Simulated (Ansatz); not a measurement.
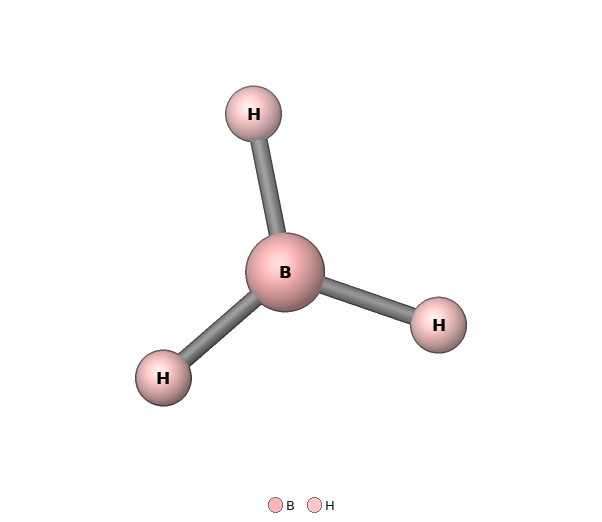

All atoms lie in one plane, which faces the viewer. The computed structure is the end point of a PBE0-D4/def2-TZVP optimisation.

List the symmetry elements and name the point group.

It has 1 C3 axis, 3 C2 axes, 1 S3 axis and 4 mirror planes, so the point group is D3h. The group has 12 operations. The geometry is achiral, and symmetry forbids a dipole moment.
